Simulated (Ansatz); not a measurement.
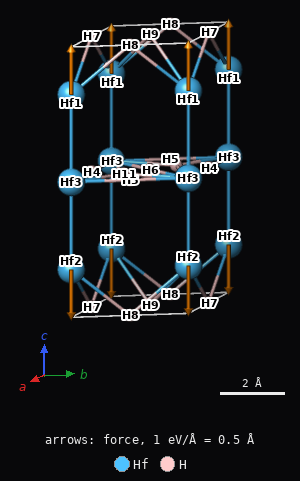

Starting geometry of a crystal of Hf3H8 (a generated structure, set up in P6/mmm) (coarse preliminary run) with the computed forces as orange arrows. The picture is a ball-and-stick view of the cell of the calculation, seen slightly off an axis.

All numbers below come from DFT PBE, scalar-relativistic, plane waves, PAW (Ansatz).

Input file:
```yaml
crystal:
  lattice:
    - [3.72251837, 0.0, 0.0]
    - [-1.86125918, 3.22379547, 0.0]
    - [0.0, 0.0, 8.60352619]
  atoms:
    - { symbol: Hf, position: [0.0, 0.0, 0.82392292] }
    - { symbol: Hf, position: [0.0, 0.0, 0.17607708] }
    - { symbol: Hf, position: [0.0, 0.0, 0.5] }
    - { symbol: H, position: [0.5, 0.0, 0.5] }
    - { symbol: H, position: [0.0, 0.5, 0.5] }
    - { symbol: H, position: [0.5, 0.5, 0.5] }
    - { symbol: H, position: [0.5, 0.0, 0.0] }
    - { symbol: H, position: [0.0, 0.5, 0.0] }
    - { symbol: H, position: [0.5, 0.5, 0.0] }
    - { symbol: H, position: [0.33333333, 0.66666667, 0.5] }
    - { symbol: H, position: [0.66666667, 0.33333333, 0.5] }
basis:
  ecutwfc: 420
kpoints:
  mp_grid: { grid: [6, 6, 2] }
hamiltonian:
  xc: pbe
scf:
  occupations: { method: gaussian, width: 0.1 }
  lower_state_search: "off"
output:
  forces: true
  stress: true
  eigenvalues: true
relax:
  adjacent_minimum: "off"
  f_tol: 0.04
  max_steps: 70
  cell: { stress_tol: 0.4 }
```

Run as
```bash
ansatz run input.yaml --threads 1 --pin off --max-ram 2560MiB --backend cpu --events-out ev --progress --plain --runs-dir out
```

**Is this structure relaxed? If not, where do the atoms go?**

It isn't relaxed: the largest force vector, on Hf atoms, is 3.25 eV/Å. The atoms end up moving mostly along the starting forces (cosine between the two patterns 1.00). Over 4 accepted moves (5 points after the start) the energy falls by 69.9 meV per atom. The largest force component goes from 3.3 to 0.0031 eV/Å. The pressure goes from 3.72 to 0.11 GPa. The SCF was repeated once at an unchanged geometry on a basis and grid sized afresh for the cell, which shifted the energy by 0.8 meV per atom at most. The largest moves relative to the cell, 0.19 Å, are those of Hf1 and Hf2. Hf1 goes along +c. H stays in place. The drawn cell changes as follows: a = b 3.723 → 3.848 Å (+3.4 %), c 8.604 → 8.595 Å (−0.1 %); the volume changes by +6.8 %. Some distances before and after: Hf1–Hf2 3.030 → 2.644 Å, Hf1–Hf3 2.787 → 2.976 Å, Hf3–H10 2.149 → 2.222 Å, Hf1–H7 2.400 → 2.334 Å. Among the angles between lasting bonds that change: Hf1–H8–Hf1 101.7° → 111.0°, Hf1–H8–Hf2 78.3° → 69.0°. The space group stays P6/mmm (No. 191). The run took 30 s on 1 thread of AMD EPYC 7R43 64-Core Processor (Zen 3) (shared host), peak memory 0.46 GiB.
